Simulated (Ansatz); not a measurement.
# Ba (P6/mmm, 1 atom in the cell): Grüneisen parameters

Wanted: mode Grüneisen parameters of Ba (P6/mmm, 1 atom in the cell).

Main program and level: Ansatz 0.2.0; DFT PBEsol+D3(BJ), scalar-relativistic, plane waves, PAW.

This is not the structure that Ba takes at ambient pressure and room temperature (bcc); it is a model or a phase of other conditions.

## 1. Starting point

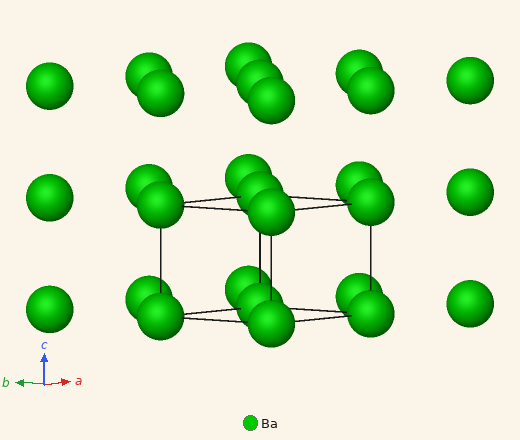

Start, viewed from a free direction; barium green. 2×2×2 cells are drawn. Some periodic images of atoms are drawn too.

Structure file:

```cif
data_structure
_symmetry_space_group_name_H-M 'P6/mmm'
_symmetry_Int_Tables_number 191
_cell_length_a 3.9838
_cell_length_b 3.9838
_cell_length_c 3.6845
_cell_angle_alpha 90.000
_cell_angle_beta 90.000
_cell_angle_gamma 120.000
_cell_volume 50.64
loop_
_atom_site_label
_atom_site_type_symbol
_atom_site_symmetry_multiplicity
_atom_site_Wyckoff_symbol
_atom_site_fract_x
_atom_site_fract_y
_atom_site_fract_z
_atom_site_occupancy
Ba1 Ba 1 a 0.00000 0.00000 0.00000 1
```

## 2. Response at finite wavevector

The cell comes from relaxations at this level that are not shown. Stability and thermal properties need the whole zone. Linear response on a 3×3×4 q mesh gives force constants as far as a supercell of that size would.

Contents of input.yaml:

```yaml
crystal:
  lattice:
    - [3.9837857965, 0.0, 0.0]
    - [-1.9918928983, 3.450059703, 0.0]
    - [0.0, 0.0, 3.684464493]
  atoms:
    - { symbol: Ba, position: [0.0, 0.0, 0.0] }
kpoints:
  mp_grid: { grid: [12, 12, 12] }
hamiltonian:
  xc: pbesol
  dispersion: d3bj
scf:
  occupations: { method: methfessel_paxton, width: 0.15 }
output:
  eigenvalues: true
phonons:
  method: dfpt
  qmesh: [3, 3, 4]
  temperatures: { t_max: 1000, t_step: 50 }
  qpath:
    path:
      - [[0.0, 0.0, 0.0], [0.5, 0.0, 0.0], [0.33333333, 0.33333333, 0.0], [0.0, 0.0, 0.0], [0.0, 0.0, 0.5], [0.5, 0.0, 0.5], [0.33333333, 0.33333333, 0.5], [0.0, 0.0, 0.5]]
      - [[0.5, 0.0, 0.5], [0.5, 0.0, 0.0]]
      - [[0.33333333, 0.33333333, 0.5], [0.33333333, 0.33333333, 0.0]]
    npoints: 10
```

The run is started by

```sh
$ ansatz run input.yaml --threads 4 --pin off --max-ram 7168MiB --backend cpu --events-out ev --progress --plain --runs-dir out
```

Numbers of over 12 decimals in the logs are rounded to 6 here.

The log of the run:

```text
Engine: ansatz 0.2.0, aarch64-unknown-linux-gnu
Pseudopotentials: kind: paw
Pseudopotential: Ba, paw, valence charge 10, recommended cutoff 420 eV (normal), Ba.paw.azcp
Functional definition: PBEsol
  exchange = pbesol_x
  correlation = pbesol_c
Crystal: 1 atoms, lattice volume = 50.640 Å³
Basis set: ecut = 420 eV, 997 PW (Γ), exchange–correlation on 54×54×50 points (8 copies of the dense FFT grid, shifted against one another)
Bands: 9, of which v1, the nominal top of the filled ones, is band 5 counted from 1 (4 counted from 0)
Symmetry: 24 space group operations
k-points: 133 of 1728
Non-local potential: Ba, projectors of the file, l = 0: 3, l = 1: 2, l = 2: 2, l = 3: 2
PAW form: soft (Blöchl's): semilocal exchange-correlation on the pseudo side does not see the compensation charge
PAW frozen core: Ba, regenerated for the run's functional, and the local potential with it (the file was generated under x = pbe(κ = 0.804, μ = 0.219515), c = pbe(β = 0.066725))
PAW one-centre angular grid: Ba, 194 points (default); XC on 64 Gauss nodes
Initial density: superposition of atomic densities (neutral atoms: chi_scale 0, normalization atom), corrected by the library's trained network
Initial wavefunctions: pseudopotential atomic-orbital guess
Functional: x = pbesol(κ = 0.804, μ = 0.123457), c = pbesol(β = 0.046)
SCF iter   1: F=—  HF=-5862.737199 eV  |F-HF|=—  |Δ(HF+E_count)|=         —  Δρ=1.83e-3  dr2=2.35e-3  ethr=1.77e-3  ⟨swp⟩=7.0  Hψ=11033  notcnv=0
preconditioner: auto → none  [metal: Δε(μ)=0.040 eV  Ē_g=12.831 eV  σ=0.150 eV  W_gap=0.22  n_scr=8 (ndim 8)  ℏωp=14.8 eV  f_vac=0.000  D(μ)=0.91/eV (n_scr^D=2)  sad-step TF]
SCF iter   2: F=—  HF=-5862.737176 eV  |F-HF|=—  |Δ(HF+E_count)|=   2.31e-5  S|Δr|=    0.00e0  Δρ=1.21e-3  dr2=1.32e-3  ethr=2.35e-5  ⟨swp⟩=1.6  Hψ=2498  notcnv=0
SCF iter   3: F=—  HF=-5862.736919 eV  |F-HF|=—  |Δ(HF+E_count)|=   2.57e-4  S|Δr|=    0.00e0  Δρ=5.25e-4  dr2=1.50e-4  ethr=1.32e-5  ⟨swp⟩=2.4  Hψ=1765  notcnv=0
SCF iter   4: F=—  HF=-5862.736873 eV  |F-HF|=—  |Δ(HF+E_count)|=   4.52e-5  S|Δr|=    0.00e0  Δρ=2.19e-4  dr2=3.30e-5  ethr=1.50e-6  ⟨swp⟩=2.0  Hψ=1792  notcnv=0
SCF iter   5: F=—  HF=-5862.736863 eV  |F-HF|=—  |Δ(HF+E_count)|=   1.08e-5  S|Δr|=    0.00e0  Δρ=3.32e-5  dr2=6.80e-7  ethr=3.30e-7  ⟨swp⟩=2.0  Hψ=1874  notcnv=0
SCF iter   6: F=—  HF=-5862.736863 eV  |F-HF|=—  |Δ(HF+E_count)|=   4.89e-9  S|Δr|=    0.00e0  Δρ=1.05e-5  dr2=9.16e-8  ethr=6.80e-9  ⟨swp⟩=2.2  Hψ=1888  notcnv=0
SCF iter   7: F=—  HF=-5862.736862 eV  |F-HF|=—  |Δ(HF+E_count)|=   3.86e-8  S|Δr|=    0.00e0  Δρ=2.54e-6  dr2=5.20e-9  ethr=9.16e-10  ⟨swp⟩=2.5  Hψ=1858  notcnv=0
SCF iter   8: F=—  HF=-5862.736862 eV  |F-HF|=—  |Δ(HF+E_count)|=   1.85e-9  S|Δr|=    0.00e0  Δρ=8.82e-7  dr2=6.32e-10  ethr=5.20e-11  ⟨swp⟩=2.1  Hψ=1872  notcnv=0
SCF iter   9: F=-5862.736862 eV  HF=-5862.736862 eV  |F-HF|=4.55e-12  |Δ(HF+E_count)|=  2.39e-10  S|Δr|=    0.00e0  Δρ=3.51e-8  dr2=1.01e-12  ethr=1.00e-12  ⟨swp⟩=5.3  Hψ=6228  notcnv=0
SCF 1 converged in 9 iterations: F = -5862.736862 eV  dr2 = 1.01e-12
  greatest PAW one-centre occupation: 0.958 electrons in one spin orbital (limit 2), on the Ba atom at site 0 (counted from 0), in its partial waves of l = 0
NSCF: frozen V_eff on 133 k-points
WARN: eigensolver did not converge in 45 slots of this pass, the one above among them; of largest residual over every band (k=118): 1 band(s) unlocked (lowest unlocked band 8, counted from 0; max residual 1.83e-1 eV among the unlocked bands, 1.83e-1 eV over every band); of lowest unlocked band (k=2): band 8
NSCF: frozen V_eff on 301 k-points
DFPT response loops at q = (0, 0, 0) (fractional): preconditioner auto → Kerker (q_TF=auto, 2.082 Å⁻¹) (partly filled bands, converged f_vac=0.000); β = 1.00, the filter's whole step (`scf.mixing.beta` (0.50) is not read by the response loops under this deck's `scf.mixing.preconditioner`; to damp them name `kerker` or `kerker_dos`, under which they read `scf.mixing.beta`, and type it under 1.00, their step now; both keys bind the ground state too); Broyden in place of MSR1
NSCF: frozen V_eff on 1032 k-points
DFPT response loops at q = (0, 0, 0.25) (fractional): mixed as the last ones told, above
NSCF: frozen V_eff on 602 k-points
DFPT response loops at q = (0, 0, -0.5) (fractional): mixed as the last ones told, above
NSCF: frozen V_eff on 1092 k-points
DFPT response loops at q = (0, 0.333333, 0) (fractional): mixed as the last ones told, above
NSCF: frozen V_eff on 1872 k-points
DFPT response loops at q = (0, 0.333333, 0.25) (fractional): mixed as the last ones told, above
NSCF: frozen V_eff on 1092 k-points
DFPT response loops at q = (0, 0.333333, -0.5) (fractional): mixed as the last ones told, above
NSCF: frozen V_eff on 1092 k-points
DFPT response loops at q = (0.333333, 0.333333, 0) (fractional): mixed as the last ones told, above
NSCF: frozen V_eff on 1872 k-points
DFPT response loops at q = (0.333333, 0.333333, 0.25) (fractional): mixed as the last ones told, above
NSCF: frozen V_eff on 1092 k-points
DFPT response loops at q = (0.333333, 0.333333, -0.5) (fractional): mixed as the last ones told, above
SCF converged after 9 iterations
Stability not checked: this state was not tested for a lower state beside it, because cold or Methfessel-Paxton smearing, or corrected tetrahedra, fill the levels in a way that the test cannot read (fill_not_monotonic; see scf.lower_state_search)
Free energy (F): -5862.736862 eV
Harris-Foulkes:  -5862.736862 eV  (|F-HF|=4.55e-12)
Internal energy: -5862.738846 eV  (E = F + TS)
E sigma→0 (E₀):  -5862.737358 eV
Entropy (-TS):   0.001983 eV (1.983 meV/atom)
Fermi energy:    7.578518 eV
--- Per-component energies (eV) ---
  E_band       = -66.890756
  E_kinetic    = 168.163565
  E_local      = -330.144205  (includes V_loc(G=0)·N_el)
  E_nonlocal   = 58.753239
  E_hartree    = 103.993882
  E_xc         = -166.034331
  E_vxc        = -134.599294  (∫ρ·V_xc dr)
  E_paw        = -5140.599072  (= ΣΔE_a)
  E_vpaw       = -37.051840  (= ΣTr[D̂ρ^β])
  E_aug_tail   = -0.000002  (compensation charges beyond the density's cutoff)
  E_ewald      = -556.708565
  E_disp       = -0.314790  (pairwise vdW)
  E_core_change = 0.151433  (= ΣΔE_core)
  E_smearing   = 0.001983  (= −TS)
  E_closure    = 0.000000  (closes the sum)
  Σ components = -5862.736862   (vs F -5862.736862, Δ=0.00e0)
--- Band table (eV; the first three rows and the last of 133) ---
  k-point 0: bands = ["-21.2756", "-5.9568", "-5.9568", "-5.8606", "4.7889", "7.4842", "9.4569", "9.4569", "12.1408"]
  k-point 1: bands = ["-21.2671", "-5.9576", "-5.9486", "-5.9486", "4.9150", "7.6438", "9.4950", "9.4950", "12.1754"]
  k-point 2: bands = ["-21.2438", "-6.2109", "-5.9260", "-5.9260", "5.2463", "8.0901", "9.6042", "9.6042", "12.2730"]
  k-point 132: bands = ["-21.0264", "-6.8916", "-6.4832", "-6.4832", "7.1900", "7.1900", "9.7374", "9.7374", "12.6603"]
--- Phonons (Γ-DFPT): 2 representative perturbations + reference (Σ response iterations 4) ---
  ASR residual: 2.042e-4 → 0.000e0 eV/Å²; symmetrization residual: 7.816e-14 eV/Å²
  pairwise dispersion correction: d3bj (s6 = 1.0, s8 = 2.9491, a1 = 0.4466, a2_bohr = 6.1742), with the weights of each atom's references fixed at the reference crystal's, and the forces and stress that the weights' published response gives there kept as a pressure on the atom's counted neighbours (hamiltonian.dispersion)
  ASR residual per site (eV/Å²): 2.04e-4
  Γ frequencies (cm⁻¹): 0.00 0.00 0.00
--- Phonons (arbitrary-q DFPT): 9 irreducible q on the 3×3×4 mesh ---
  q = [0.0000, 0.0000, 0.0000] (star 1, of the zone-centre solve; hermiticity 2.47e-11, symmetrization 3.83e-10): -0.00 -0.00 -0.00
  q = [0.0000, 0.0000, 0.2500] (star 2, 2 solved perturbations in 744 linear systems a pass and spin channel, the states on 516 of 1728 k-point pairs; hermiticity 4.60e-9, symmetrization 2.30e-9): -19.68 -19.68 55.57
  q = [0.0000, 0.0000, -0.5000] (star 1, 2 solved perturbations in 434 linear systems a pass and spin channel, the states on 301 of 1728 k-point pairs; hermiticity 4.19e-9, symmetrization 2.09e-9): -31.77 -31.77 58.02
  q = [0.0000, 0.3333, 0.0000] (star 6, 3 solved perturbations on 546 of 1728 k-point pairs; hermiticity 6.48e-9, symmetrization 4.22e-10): -24.14 43.80 72.26
  q = [0.0000, 0.3333, 0.2500] (star 12, 3 solved perturbations on 936 of 1728 k-point pairs; hermiticity 2.73e-6, symmetrization 3.29e-10): 27.99 41.24 67.71
  q = [0.0000, 0.3333, -0.5000] (star 6, 3 solved perturbations on 546 of 1728 k-point pairs; hermiticity 7.81e-9, symmetrization 2.25e-10): -15.86 55.25 62.53
  q = [0.3333, 0.3333, 0.0000] (star 2, 2 solved perturbations in 763 linear systems a pass and spin channel, the states on 546 of 1728 k-point pairs; hermiticity 3.08e-9, symmetrization 1.54e-9): -36.10 74.12 74.12
  q = [0.3333, 0.3333, 0.2500] (star 4, 2 solved perturbations in 1308 linear systems a pass and spin channel, the states on 936 of 1728 k-point pairs; hermiticity 1.55e-7, symmetrization 1.50e-7): 37.36 66.38 66.38
  q = [0.3333, 0.3333, -0.5000] (star 2, 2 solved perturbations in 763 linear systems a pass and spin channel, the states on 546 of 1728 k-point pairs; hermiticity 4.00e-9, symmetrization 2.00e-9): 59.39 62.63 62.63
  sum rule: each row above includes the acoustic sum rule's correction from the zone centre's row sums; it moved no ω² by more than (0.64 cm⁻¹)²
  mesh force constants: q→R imaginary residual 0.00e0; ASR residual 2.042e-4 → 0.000e0 eV/Å²; symmetrization residual 1.221e-15 eV/Å²
  interpolated dispersion: 93 rows × 3 modes
  density of states and harmonic sums: on the 18×18×20 q-mesh, interpolated from the force constants of a 3×3×4 supercell (no non-analytic term)
  largest difference from the sums on the solved wave vectors: F 8.78e-2 eV, S 1.08e-4 and C_V 2.13e-5 eV/K
  zero-point energy: 0.007919 eV/cell   skipped modes (ω ≤ 0): 204, of them read as no rigid motion or as one in doubt: 201 (3.992e-1 modes/cell left out, lowest -36.10 cm⁻¹)   left out of the sums: 1.33e-1 of the cell's modes: C_V's classical limit lies that fraction below 3 k_B per atom; for a crystal, a wire or a layer, F and S can be off by more, and a phonons.interpolated_qmesh denser along its periods is the remedy for the sampling
```

Run time: 5.2 min. Hardware: 4 threads of Arm Neoverse N1, shared host; peak memory 1.4 GiB.

This step gave:

* volume per atom: 50.64 Å³
* gap on the k-mesh: 0 eV
* sum-rule residual before enforcement: 2.04e-4 eV/Å²
* lowest frequency on the path: -36.10 cm⁻¹
* highest frequency on the path or at a solved wavevector: 83.7 cm⁻¹
* lowest mode on the q mesh (acoustic modes at Γ apart): -36.1 cm⁻¹

Frequencies (cm⁻¹) solved at each irreducible wavevector; negative means imaginary. Frequencies by wavevector, by row:

| q in reciprocal lattice units | star | mode 1 | mode 2 | mode 3 |
| --- | --- | --- | --- | --- |
| 0 0 0 | 1 | 0 | 0 | 0 |
| 0 0 0.25 | 2 | -19.7 | -19.7 | 55.6 |
| 0 0 -0.5 | 1 | -31.8 | -31.8 | 58 |
| 0 0.3333 0 | 6 | -24.1 | 43.8 | 72.3 |
| 0 0.3333 0.25 | 12 | 28 | 41.2 | 67.7 |
| 0 0.3333 -0.5 | 6 | -15.9 | 55.2 | 62.5 |
| 0.3333 0.3333 0 | 2 | -36.1 | 74.1 | 74.1 |
| 0.3333 0.3333 0.25 | 4 | 37.4 | 66.4 | 66.4 |
| 0.3333 0.3333 -0.5 | 2 | 59.4 | 62.6 | 62.6 |

Symmetry leaves 9 wavevectors to solve. The lowest mode among them, the acoustic zeros apart, lies at q = (0.333, 0.333, 0) and is imaginary, 36.1i cm⁻¹, so the energy falls along it.

## 3. Relaxing at another volume, volume ratio 0.97

The volume is scaled by 0.97 and held, while shape and atoms relax as far as symmetry allows. The modes can then be followed against volume.

input.yaml, the sections that differ from step 2:

```yaml
crystal:
  lattice:
    - [3.9435427845, 0.0, 0.0]
    - [-1.9717713923, 3.4152082323, 0.0]
    - [0.0, 0.0, 3.6472451353]
  atoms:
    - { symbol: Ba, position: [0.0, 0.0, 0.0] }
output:
  forces: true
  stress: true
  eigenvalues: true
relax:
  adjacent_minimum: "off"
  f_tol: 0.001
  max_steps: 60
  cell: { stress_tol: 0.01, fix: [volume] }
# kpoints, hamiltonian, scf: as in step 2
# phonons: removed
```

The log of the run:

```text
[...]
Crystal: 1 atoms, lattice volume = 49.121 Å³
Basis set: ecut = 420 eV, 961 PW (Γ), exchange–correlation on 54×54×50 points (8 copies of the dense FFT grid, shifted against one another)
Bands: 9, of which v1, the nominal top of the filled ones, is band 5 counted from 1 (4 counted from 0)
Symmetry: 24 space group operations
[...]
k-points: 133 of 1728
[...]
--- Band table (eV; the first three rows and the last of 133) ---
[...]
--- Relaxed structure (2 steps of the walk, 2 accepted, 1 SCFs on fresh bases) ---
  F+E_penalty+E_count = -5862.73563272 eV   max|allowed force component| = 0.000e0 eV/Å   (the final SCF, on the basis selected at the relaxed cell)
  cell:  # Å, volume = 49.1212 Å³
    - [3.943807, 2.8869352996668408e-11, 0]
    - [-1.971903, 3.415437, 0]
    - [0.0, 0, 3.646757]
  atoms:
    - { symbol: Ba, position: [0.0, 0.0, 0.0] }
[key lines of the parts left out:]
SCF converged after 6 iterations
Free energy (F): -5862.735633 eV
Fermi energy:    7.865343 eV
P = ⅓ Tr σ = 0.2621 GPa (2.621 kbar)
```

It took 12 s on 4 threads; peak memory 0.38 GiB; 24 s of CPU time.

Little changed from the start: no atom moved by 0.005 Å and no cell edge by 0.1 %.

This step gave:

- pressure: 0.2621 GPa
- volume per atom: 49.12 Å³

## 4. Phonons at the other volume, volume ratio 0.97

The phonons are repeated at this volume on the same k and q meshes.

Contents of input.yaml:

```yaml
crystal:
  lattice:
    - [3.9438069199, 0.0, 0.0]
    - [-1.97190346, 3.4154369803, 0.0]
    - [0.0, 0.0, 3.6467566051]
  atoms:
    - { symbol: Ba, position: [0.0, 0.0, 0.0] }
kpoints:
  mp_grid: { grid: [12, 12, 12] }
hamiltonian:
  xc: pbesol
  dispersion: d3bj
scf:
  occupations: { method: methfessel_paxton, width: 0.15 }
output:
  eigenvalues: true
phonons:
  method: dfpt
  qmesh: [3, 3, 4]
  temperatures: { t_max: 1000, t_step: 50 }
  qpath:
    path:
      - [[0.0, 0.0, 0.0], [0.5, 0.0, 0.0], [0.33333333, 0.33333333, 0.0], [0.0, 0.0, 0.0], [0.0, 0.0, 0.5], [0.5, 0.0, 0.5], [0.33333333, 0.33333333, 0.5], [0.0, 0.0, 0.5]]
      - [[0.5, 0.0, 0.5], [0.5, 0.0, 0.0]]
      - [[0.33333333, 0.33333333, 0.5], [0.33333333, 0.33333333, 0.0]]
    npoints: 10
```

The log of the run:

```text
[...]
Crystal: 1 atoms, lattice volume = 49.121 Å³
Basis set: ecut = 420 eV, 949 PW (Γ), exchange–correlation on 54×54×50 points (8 copies of the dense FFT grid, shifted against one another)
Bands: 9, of which v1, the nominal top of the filled ones, is band 5 counted from 1 (4 counted from 0)
Symmetry: 24 space group operations
k-points: 133 of 1728
[...]
SCF iter   1: F=—  HF=-5862.735893 eV  |F-HF|=—  |Δ(HF+E_count)|=         —  Δρ=1.84e-3  dr2=2.21e-3  ethr=1.77e-3  ⟨swp⟩=7.0  Hψ=11027  notcnv=0
[...]
SCF iter   9: F=-5862.735633 eV  HF=-5862.735633 eV  |F-HF|=0.00e0  |Δ(HF+E_count)|=  1.37e-10  S|Δr|=    0.00e0  Δρ=3.71e-8  dr2=1.05e-12  ethr=1.00e-12  ⟨swp⟩=5.0  Hψ=6141  notcnv=0
SCF 1 converged in 9 iterations: F = -5862.735633 eV  dr2 = 1.05e-12
[...]
NSCF: frozen V_eff on 133 k-points
[...]
SCF converged after 9 iterations
[...]
Free energy (F): -5862.735633 eV
[...]
Internal energy: -5862.737696 eV  (E = F + TS)
E sigma→0 (E₀):  -5862.736149 eV
Entropy (-TS):   0.002063 eV (2.063 meV/atom)
Fermi energy:    7.865343 eV
[...]
--- Band table (eV; the first three rows and the last of 133) ---
[...]
ASR residual: 4.775e-5 → 0.000e0 eV/Å²; symmetrization residual: 7.176e-13 eV/Å²
[...]
ASR residual per site (eV/Å²): 4.77e-5
  Γ frequencies (cm⁻¹): 0.00 0.00 0.00
--- Phonons (arbitrary-q DFPT): 9 irreducible q on the 3×3×4 mesh ---
[...]
interpolated dispersion: 93 rows × 3 modes
[...]
```

Wall time 5.5 min (4 threads); peak memory 1.3 GiB.

This step gave:

```
sum-rule residual before enforcement                    : 4.77e-5 eV/Å²
lowest frequency on the path                            : -35.84 cm⁻¹
highest frequency on the path or at a solved wavevector : 84.9 cm⁻¹
lowest mode on the q mesh (acoustic modes at Γ apart)   : -35.84 cm⁻¹
```

Frequencies (cm⁻¹) solved at each irreducible wavevector; negative means imaginary. Frequencies by wavevector, by row:

| q in reciprocal lattice units | star | mode 1 | mode 2 | mode 3 |
| --- | --- | --- | --- | --- |
| 0 0 0 | 1 | 0 | 0 | 0 |
| 0 0 0.25 | 2 | -19.1 | -19.1 | 56.4 |
| 0 0 -0.5 | 1 | -31.8 | -31.8 | 56 |
| 0 0.3333 0 | 6 | -23.1 | 44.5 | 73.5 |
| 0 0.3333 0.25 | 12 | 27.6 | 40.3 | 67.3 |
| 0 0.3333 -0.5 | 6 | -17.6 | 51.8 | 61.7 |
| 0.3333 0.3333 0 | 2 | -35.8 | 74.7 | 74.7 |
| 0.3333 0.3333 0.25 | 4 | 34.5 | 65.7 | 65.7 |
| 0.3333 0.3333 -0.5 | 2 | 56.4 | 62.4 | 62.4 |

The highest frequency on the path or at a solved wavevector is 84.9 cm⁻¹, +1.2 cm⁻¹ against the base run.

[end of part 1 of 2]

[Logs are printed without paths, hosts, clocks, repeated set-up lines and the standing remarks that a program may print on its own settings, such as how far it seeks lower states.]

[Hosts, paths, dates, database ids (printed as entryN), source tags and the programs' standing remarks are cut or masked in the printed files.]
